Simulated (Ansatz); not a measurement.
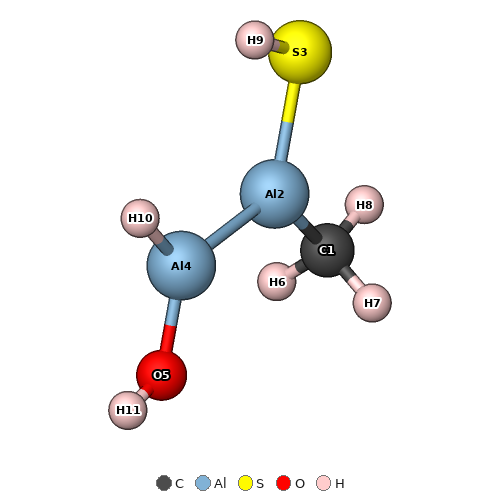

The system is CH₆Al₂OS, SMILES [CH3][Al]([SH])[AlH][OH]; the picture shows the reference structure. 
- Coordinates scanned: (1) dihedral C1–Al2–S3–H9; (2) dihedral Al2–Al4–O5–H11.
- Nothing is relaxed (all other coordinates rigid).
- The grid has 9 × 9 points.
- Points are written as (first, second).
- All energies are given in kJ/mol relative to the lowest grid point.
- All numbers below come from RKS B3LYP-D4/def2-SVP in Ansatz.

Its coordinates:

```yaml
atoms:
  - { symbol: C, position_ang: [-1.1598, -1.6976, 0.7395] }
  - { symbol: Al, position_ang: [0.2450, -0.3322, 0.6680] }
  - { symbol: S, position_ang: [1.6817, -0.3968, 2.3480] }
  - { symbol: Al, position_ang: [0.5812, 1.4771, -1.1290] }
  - { symbol: O, position_ang: [-0.5394, 1.4719, -2.4294] }
  - { symbol: H, position_ang: [-1.1327, -2.3304, -0.1653] }
  - { symbol: H, position_ang: [-2.1585, -1.2263, 0.7590] }
  - { symbol: H, position_ang: [-1.0760, -2.3560, 1.6193] }
  - { symbol: H, position_ang: [2.4336, 0.6503, 1.9342] }
  - { symbol: H, position_ang: [1.7234, 2.5952, -1.1540] }
  - { symbol: H, position_ang: [-0.5330, 2.0878, -3.1697] }
```

Range: dihedral C1–Al2–S3–H9 from −180 to 140°; dihedral Al2–Al4–O5–H11 from −180 to 140°.

### What will the energy surface look like?

The lowest grid point is at (−180°, −180°). Higher local minima lie near (20°, −180°) (5.3 kJ/mol above the lowest at that grid point); (−180°, 20°) (7.2 kJ/mol above the lowest at that grid point); (20°, 20°) (12.5 kJ/mol above the lowest at that grid point). The highest grid point, (100°, −100°), lies 56.6 kJ/mol above the lowest. On the interpolated surface the easiest way out of the lowest well to the well at about (−180°, 0°) passes a barrier of about 21 kJ/mol. Round the minimum the two coordinates are nearly uncoupled.

```
dihedral Al2–Al4–O5–H11 ↓, dihedral C1–Al2–S3–H9 →  −180  −140  −100   −60   −20    20    60   100   140
                                               140   8.0  22.4  43.9  34.8  13.0  13.5  35.6  43.6  21.7
                                               100  20.1  34.7  56.6  47.4  25.2  25.6  47.9  56.2  34.0
                                                60  17.7  31.9  54.1  45.6  23.3  23.0  45.0  53.9  32.0
                                                20   7.2  21.1  43.0  34.8  12.8  12.5  34.2  43.0  21.4
                                               −20   7.2  21.3  43.0  34.4  12.6  12.8  34.8  43.2  21.3
                                               −60  17.8  32.0  53.9  45.1  23.1  23.3  45.6  54.2  32.1
                                              −100  20.1  33.9  56.1  47.9  25.6  25.2  47.3  56.6  34.8
                                              −140   7.9  21.5  43.5  35.6  13.5  12.9  34.6  43.8  22.5
                                              −180   0.0  13.9  35.4  27.0   5.3   5.3  27.0  35.5  14.0
```

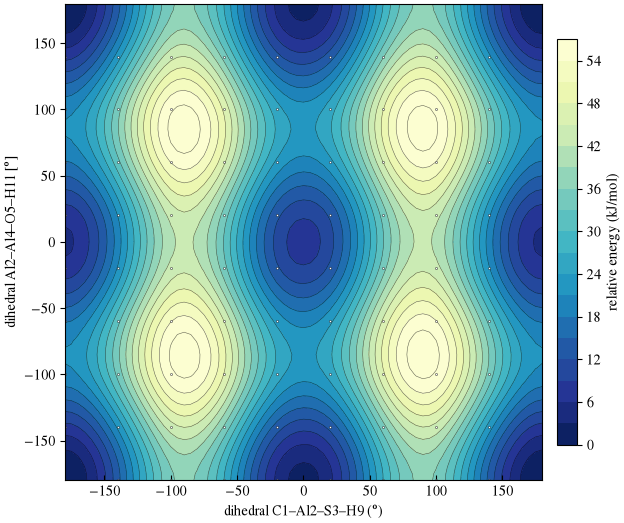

In the figure: filled contours, dots at the grid points. Between grid points the surface is interpolated.

The whole map (81 points run) took 19 min on 1 thread of Arm Neoverse N1, on a shared host.
